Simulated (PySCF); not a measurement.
**C3H4FN (SMILES FC1=CCN1): levels of theory compared**

We compute a comparison of 5 runs (HF/STO-3G, HF/3-21G, PBE0/3-21G, B3LYP/6-31G*, MP2/3-21G) of C3H4FN. 

The results are computed with PySCF 2.14.0.

## Step 1: The structure to begin with

The species is C3H4FN (9 atoms), meant as a singlet with charge 0. As SMILES, `FC1=CCN1`. The coordinates come from a PBE0-D4/def2-TZVP relaxation.

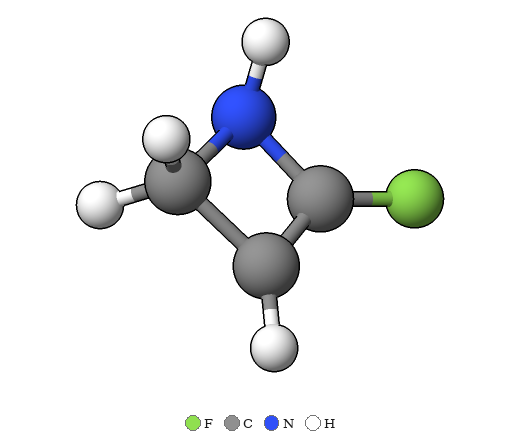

The structure, seen from a chosen angle (fluorine green, carbon grey, nitrogen blue, hydrogen white).

## Step 2: Energy and gradient at HF/STO-3G (run 1)

calc.py

```python
import pyscf.grad
from pyscf import gto, scf

molecule = gto.M(
    atom='''
F      2.029755     2.532989     2.992003
C      1.010626     1.114938     1.228889
C      1.842672    -0.420842    -0.586004
C     -0.903289    -0.865684    -1.237582
N     -1.583213     1.042562     0.751355
H      3.629030    -0.887226    -1.436570
H     -1.635936    -2.746717    -0.808236
H     -1.521419    -0.256625    -3.108788
H     -2.700608     0.398921     2.172996
''',
    unit='bohr',
    spin=0,
    verbose=4,
    max_memory=1860,
    basis='sto-3g',
)

mf = scf.RHF(molecule)
mf.conv_tol = 1e-10
mf.kernel()
if not mf.converged:
    mf = mf.newton().run(mf.mo_coeff, mf.mo_occ)

e_tot = mf.e_tot
print('E(%s) = %.9f' % ('HF', e_tot))
grad = mf.Gradients().kernel()
mf.analyze()
```

The run is started by

```bash
$ OMP_NUM_THREADS=1 python calc.py
```

Standard output:

```text
PySCF version 2.14.0

[... 81 lines left out ...]
One-electron Energy =                 -703.835430376693353
[... 5 lines left out ...]
MO #1   energy= -25.9916484946981  occ= 2
[... 3 lines left out ...]
MO #5   energy= -10.9999143654264  occ= 2
[... 3 lines left out ...]
MO #9   energy= -0.858457769223528 occ= 2
[... 3 lines left out ...]
MO #13  energy= -0.603290531084    occ= 2
[... 3 lines left out ...]
MO #17  energy= -0.454254228442509 occ= 2
[... 3 lines left out ...]
MO #21  energy= 0.547912137940182  occ= 0
[... 3 lines left out ...]
MO #25  energy= 0.680304799797184  occ= 0
[... 3 lines left out ...]
MO #29  energy= 1.16347971349372   occ= 0
[... 2 lines left out ...]
pop of  0 F 1s            1.99995
pop of  0 F 2s            1.86326
pop of  0 F 2px           1.85431
pop of  0 F 2py           1.72572
pop of  0 F 2pz           1.62951
pop of  1 C 1s            1.99989
pop of  1 C 2s            1.03723
pop of  1 C 2px           0.90456
pop of  1 C 2py           0.93812
pop of  1 C 2pz           0.93318
pop of  2 C 1s            1.99983
pop of  2 C 2s            1.03485
pop of  2 C 2px           0.96908
pop of  2 C 2py           1.09400
pop of  2 C 2pz           1.05246
pop of  3 C 1s            1.99981
pop of  3 C 2s            1.03806
pop of  3 C 2px           0.99560
pop of  3 C 2py           0.96263
pop of  3 C 2pz           0.97382
pop of  4 N 1s            1.99986
pop of  4 N 2s            1.40190
pop of  4 N 2px           1.14172
pop of  4 N 2py           1.51665
pop of  4 N 2pz           1.17419
pop of  5 H 1s            0.95149
pop of  6 H 1s            0.96641
pop of  7 H 1s            0.95962
pop of  8 H 1s            0.88228
 ** Mulliken atomic charges  **
charge of    0F =     -0.07275
charge of    1C =      0.18701
charge of    2C =     -0.15022
charge of    3C =      0.03008
charge of    4N =     -0.23432
charge of    5H =      0.04851
charge of    6H =      0.03359
charge of    7H =      0.04038
charge of    8H =      0.11772
Dipole moment(X, Y, Z, Debye): -0.29289, -1.48019,  0.11768
```

It took 1.3 s on 1 thread of Intel Xeon Platinum 8488C (Sapphire Rapids), shared host; peak memory 0.12 GiB.

## Step 3: Energy and forces at HF/3-21G (run 2)

input.py

```python
import pyscf.grad
from pyscf import gto, scf

mol = gto.Mole()
mol.atom = '''
F      2.029755     2.532989     2.992003
C      1.010626     1.114938     1.228889
C      1.842672    -0.420842    -0.586004
C     -0.903289    -0.865684    -1.237582
N     -1.583213     1.042562     0.751355
H      3.629030    -0.887226    -1.436570
H     -1.635936    -2.746717    -0.808236
H     -1.521419    -0.256625    -3.108788
H     -2.700608     0.398921     2.172996
'''
mol.charge = 0
mol.basis = '3-21g'
mol.max_memory = 1860
mol.verbose = 3
mol.unit = 'bohr'
mol.build()

mf = scf.RHF(mol)
mf.conv_tol = 1e-10
mf.kernel()
if not mf.converged:
    mf = mf.newton().run(mf.mo_coeff, mf.mo_occ)

e_tot = mf.e_tot
print('E(%s) = %.9f' % ('HF', e_tot))
grad = mf.Gradients().kernel()
mf.analyze()
```

The run is started by

```bash
$ OMP_NUM_THREADS=1 python input.py
```

Standard output:

```text
converged SCF energy = -268.23718150961
E(HF) = -268.237181510
--------------- RHF gradients ---------------
         x                y                z
0 F    -0.0090138873    -0.0092532728    -0.0124162038
1 C    -0.0276616675     0.0005410375     0.0068165733
2 C    -0.0100635685    -0.0122819866    -0.0086899651
3 C     0.0256784539     0.0264423122     0.0405609217
4 N     0.0167950477     0.0076899698    -0.0174832211
5 H     0.0110274453    -0.0010789889    -0.0073167795
6 H    -0.0037962678    -0.0075766347     0.0015313740
7 H    -0.0035972558     0.0033951554    -0.0086586869
8 H     0.0006317000    -0.0078775919     0.0056559875
----------------------------------------------
**** MO energy ****
MO #1   energy= -26.2004830646766  occ= 2
MO #2   energy= -15.5038175241853  occ= 2
MO #3   energy= -11.3140732082458  occ= 2
MO #4   energy= -11.2235714908613  occ= 2
MO #5   energy= -11.1758126740822  occ= 2
MO #6   energy= -1.64506742556239  occ= 2
MO #7   energy= -1.31080853852819  occ= 2
MO #8   energy= -1.01771146308756  occ= 2
MO #9   energy= -0.921270708133783 occ= 2
MO #10  energy= -0.78113508147794  occ= 2
MO #11  energy= -0.749851634774386 occ= 2
MO #12  energy= -0.707499368503025 occ= 2
MO #13  energy= -0.706251694880364 occ= 2
MO #14  energy= -0.642053945798875 occ= 2
MO #15  energy= -0.564368744820809 occ= 2
MO #16  energy= -0.549832216345555 occ= 2
MO #17  energy= -0.529143692732019 occ= 2
MO #18  energy= -0.443794416232291 occ= 2
MO #19  energy= -0.337961324798399 occ= 2
MO #20  energy= 0.19718952388745   occ= 0
MO #21  energy= 0.260495006059736  occ= 0
MO #22  energy= 0.310347573074004  occ= 0
MO #23  energy= 0.322673068684185  occ= 0
MO #24  energy= 0.336563859105413  occ= 0
MO #25  energy= 0.362839876477734  occ= 0
MO #26  energy= 0.381254849105157  occ= 0
MO #27  energy= 0.430971316518353  occ= 0
MO #28  energy= 0.586108319030636  occ= 0
MO #29  energy= 0.678609263587694  occ= 0
MO #30  energy= 0.920472013911653  occ= 0
MO #31  energy= 0.941285275530477  occ= 0
MO #32  energy= 0.947629860653837  occ= 0
MO #33  energy= 0.981663478314588  occ= 0
MO #34  energy= 1.04928633000148   occ= 0
MO #35  energy= 1.06229505693776   occ= 0
MO #36  energy= 1.09127515711387   occ= 0
MO #37  energy= 1.11324538920647   occ= 0
MO #38  energy= 1.24528973858442   occ= 0
MO #39  energy= 1.28967779644008   occ= 0
MO #40  energy= 1.30515321785634   occ= 0
MO #41  energy= 1.32909596168109   occ= 0
MO #42  energy= 1.42698989281949   occ= 0
MO #43  energy= 1.53411212882945   occ= 0
MO #44  energy= 1.62924900411448   occ= 0
MO #45  energy= 1.6568348907372    occ= 0
MO #46  energy= 1.76162766703164   occ= 0
MO #47  energy= 2.03134678038895   occ= 0
MO #48  energy= 2.13089975818548   occ= 0
MO #49  energy= 2.31963364114869   occ= 0
MO #50  energy= 2.43509884410742   occ= 0
MO #51  energy= 2.49672321816948   occ= 0
MO #52  energy= 3.18333165143596   occ= 0
MO #53  energy= 4.2916796687624    occ= 0
 ** Mulliken atomic charges  **
charge of    0F =     -0.24569
charge of    1C =      0.38346
charge of    2C =     -0.26161
charge of    3C =     -0.03338
charge of    4N =     -0.37894
charge of    5H =      0.12483
charge of    6H =      0.09566
charge of    7H =      0.10773
charge of    8H =      0.20794
Dipole moment(X, Y, Z, Debye): -0.64973, -2.15439, -0.42117
```

Run time: 1.4 s. Hardware: 1 thread of Intel Xeon Platinum 8488C (Sapphire Rapids), shared host; peak memory 0.12 GiB.

## Step 4: Energy and forces at PBE0/3-21G (run 3)

input.py

```python
from pyscf import gto, dft

mol = gto.Mole()
mol.atom = '''
F        1.074100       1.340400       1.583300
C        0.534800       0.590000       0.650300
C        0.975100      -0.222700      -0.310100
C       -0.478000      -0.458100      -0.654900
N       -0.837800       0.551700       0.397600
H        1.920400      -0.469500      -0.760200
H       -0.865700      -1.453500      -0.427700
H       -0.805100      -0.135800      -1.645100
H       -1.429100       0.211100       1.149900
'''
mol.basis = '3-21g'
mol.verbose = 4
mol.max_memory = 1860
mol.build()

mf = dft.RKS(mol)
mf.xc = 'pbe0'
mf.grids.level = 5
mf.conv_tol = 1e-10
mf.kernel()
if not mf.converged:
    mf = mf.newton().run(mf.mo_coeff, mf.mo_occ)

e_tot = mf.e_tot
print('Final energy', e_tot)
grad = mf.nuc_grad_method().kernel()
dip = mf.dip_moment()
pop, q = mf.mulliken_pop()
```

The run is started by

```bash
$ OMP_NUM_THREADS=1 python input.py
```

Standard output:

```text
PySCF version 2.14.0

[... 76 lines left out ...]
converged SCF energy = -269.453285860061
Final energy -269.4532858600609
[... 12 lines left out ...]
Dipole moment(X, Y, Z, Debye): -0.78924, -1.78034, -0.14392
[... 24 lines left out ...]
pop of  2 C 2pz           0.55329
pop of  2 C 3px           0.44761
pop of  2 C 3py           0.51776
pop of  2 C 3pz           0.41251
pop of  3 C 1s            1.98698
pop of  3 C 2s            0.36738
pop of  3 C 3s            1.03888
pop of  3 C 2px           0.54875
pop of  3 C 2py           0.54006
pop of  3 C 2pz           0.54265
pop of  3 C 3px           0.37714
pop of  3 C 3py           0.42623
pop of  3 C 3pz           0.43614
pop of  4 N 1s            1.98819
pop of  4 N 2s            0.36942
pop of  4 N 3s            1.42119
pop of  4 N 2px           0.59203
pop of  4 N 2py           0.67168
pop of  4 N 2pz           0.57941
pop of  4 N 3px           0.58746
pop of  4 N 3py           0.82203
pop of  4 N 3pz           0.62321
pop of  5 H 1s            0.46221
pop of  5 H 2s            0.32009
pop of  6 H 1s            0.46730
pop of  6 H 2s            0.29403
pop of  7 H 1s            0.46667
pop of  7 H 2s            0.27679
pop of  8 H 1s            0.45031
pop of  8 H 2s            0.24192
 ** Mulliken atomic charges  **
charge of    0F =     -0.27334
charge of    1C =      0.54482
charge of    2C =     -0.37333
charge of    3C =     -0.26422
charge of    4N =     -0.65462
charge of    5H =      0.21770
charge of    6H =      0.23867
charge of    7H =      0.25654
charge of    8H =      0.30778
```

It took 11 s on 1 thread of Intel Xeon Platinum 8488C (Sapphire Rapids), shared host; peak memory 0.55 GiB.

Run 4 isn't shown in full; the table further down has it.

## Step 5: Energy and forces at MP2/3-21G (run 5)

calc.py

```python
from pyscf import gto, mp

mol = gto.M(
    atom='''
F      1.074100     1.340400     1.583300
C      0.534800     0.590000     0.650300
C      0.975100    -0.222700    -0.310100
C     -0.478000    -0.458100    -0.654900
N     -0.837800     0.551700     0.397600
H      1.920400    -0.469500    -0.760200
H     -0.865700    -1.453500    -0.427700
H     -0.805100    -0.135800    -1.645100
H     -1.429100     0.211100     1.149900
''',
    verbose=4,
    charge=0,
    max_memory=1860,
    basis='3-21g',
)

calc0 = mol.RHF()
calc0.conv_tol = 1e-10
calc0.kernel()
if not calc0.converged:
    calc0 = calc0.newton().run(calc0.mo_coeff, calc0.mo_occ)

pt = mp.MP2(calc0, frozen=5).run()
etot = pt.e_tot
print('Final energy', etot)
grad = pt.nuc_grad_method().kernel()
calc0.analyze()
```

The run is started by

```bash
$ OMP_NUM_THREADS=1 python calc.py
```

Standard output:

```text
PySCF version 2.14.0

[... 67 lines left out ...]
converged SCF energy = -268.237181467656
[... 22 lines left out ...]
Two-electron Coulomb Energy =          299.151306114061924
[... 7 lines left out ...]
MO #5   energy= -11.1758126350532  occ= 2
[... 5 lines left out ...]
MO #11  energy= -0.749851710261788 occ= 2
[... 5 lines left out ...]
MO #17  energy= -0.529143650418615 occ= 2
[... 5 lines left out ...]
MO #23  energy= 0.322673073402898  occ= 0
[... 5 lines left out ...]
MO #29  energy= 0.678609278996345  occ= 0
[... 5 lines left out ...]
MO #35  energy= 1.06229512484789   occ= 0
[... 5 lines left out ...]
MO #41  energy= 1.3290958502205    occ= 0
[... 5 lines left out ...]
MO #47  energy= 2.03134666373724   occ= 0
[... 5 lines left out ...]
MO #53  energy= 4.29167960916485   occ= 0
[... 26 lines left out ...]
pop of  2 C 3px           0.00216
pop of  2 C 3py           0.00875
pop of  2 C 3pz           0.00824
pop of  3 C 1s            1.99970
pop of  3 C 2s            1.00483
pop of  3 C 3s            0.00145
pop of  3 C 2px           1.00543
pop of  3 C 2py           0.99962
pop of  3 C 2pz           1.01183
pop of  3 C 3px           0.00352
pop of  3 C 3py           0.00376
pop of  3 C 3pz           0.00325
pop of  4 N 1s            1.99967
pop of  4 N 2s            1.35629
pop of  4 N 3s            0.00228
pop of  4 N 2px           1.21093
pop of  4 N 2py           1.55025
pop of  4 N 2pz           1.24529
pop of  4 N 3px           0.00300
pop of  4 N 3py           0.00905
pop of  4 N 3pz           0.00216
pop of  5 H 1s            0.86336
pop of  5 H 2s            0.01181
pop of  6 H 1s            0.89391
pop of  6 H 2s            0.01043
pop of  7 H 1s            0.88095
pop of  7 H 2s            0.01132
pop of  8 H 1s            0.78030
pop of  8 H 2s            0.01176
 ** Mulliken atomic charges  **
charge of    0F =     -0.24569
charge of    1C =      0.38346
charge of    2C =     -0.26161
charge of    3C =     -0.03338
charge of    4N =     -0.37894
charge of    5H =      0.12483
charge of    6H =      0.09566
charge of    7H =      0.10773
charge of    8H =      0.20794
Dipole moment(X, Y, Z, Debye): -0.64973, -2.15439, -0.42117
```

It took 1.9 s on 1 thread of Intel Xeon Platinum 8488C (Sapphire Rapids), shared host; peak memory 0.18 GiB.

## Step 6: The series

```tsv
run	level	integration grid	frozen core orbitals	energy (Eh)	dipole moment (D) of the reference	HOMO energy (eV)	LUMO energy (eV)	wall time
1	HF/STO-3G	–	–	-266.231303	1.51	-7.15	8.66	1.3 s
2	HF/3-21G	–	–	-268.237182	2.29	-9.20	5.37	1.4 s
3	PBE0/3-21G	5	–	-269.453286	1.95	-6.13	1.46	11 s
4	B3LYP/6-31G* (spherical functions)	5	–	-271.232858	1.69	-5.90	1.29	21 s
5	MP2/3-21G	–	5	-268.723129	2.29	-9.20	5.37	1.9 s
```

## Step 7: What came out

| quantity | value |
| --- | --- |
| run 5: total energy | -268.72313 Eh |
| run 5: dipole moment (Hartree–Fock density) | 2.29 D |
| run 5: HOMO energy (Hartree–Fock orbitals) | -9.20 eV |
| run 5: LUMO energy (Hartree–Fock orbitals) | 5.37 eV |
| run 5: HOMO–LUMO gap (Hartree–Fock orbitals) | 14.56 eV |
| run 5: correlation energy (5 core orbitals frozen) | -485.9 mEh |
| run 5: largest force on an atom | 2.816 eV/Å |

What this shows: Over runs 1, 2, 3, 4 the dipole moment (its size) runs from 1.51 D (HF/STO-3G) to 2.29 D (HF/3-21G). Over runs 1, 2, 3, 4 the HOMO–LUMO gap runs from 7.18 eV (B3LYP/6-31G*) to 15.81 eV (HF/STO-3G). The two ends differ in method and basis. Totals of different functionals can't be ranked against each other. In run 1 the basis is minimal, so the values are rough. All runs together took 36 s, the longest 21 s.
